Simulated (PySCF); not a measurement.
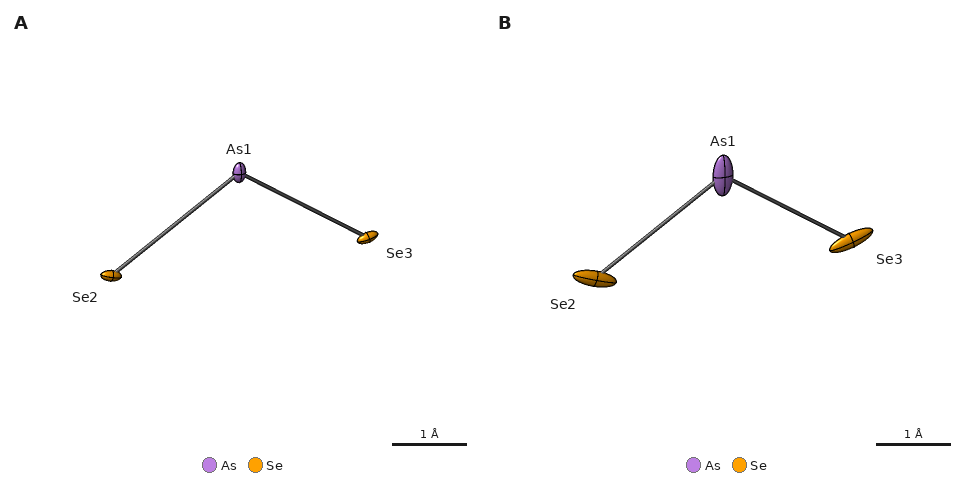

Displacement ellipsoids at the 50 % level, scaled by 3, from the internal vibrations of the free molecule (harmonic, no overall translation or rotation; no half-axis is drawn under 0.075 Å). The species has charge −1 and is a spin singlet. Vibrations computed with RKS-based PBE0, As def2-SVPD, Se def2-SVPD; non-relativistic; density fitting (PySCF 2.14.0). One panel is for 100 K, the other for 600 K.

Question: Which panel is for 600 K?

Answer: B.

Question: How much does the mean-square displacement of Se2 grow, and why?

Answer: U_eq goes from 0.00043 to 0.0019 Å², a factor of 4.3. Modes below kT (417 cm⁻¹ at 600 K) grow about in proportion to T, and the lowest lies at 119 cm⁻¹; the mean-square amplitude of a mode is its zero-point value times coth(ħω/2kT), which comes close to 1 only above about 3kT.
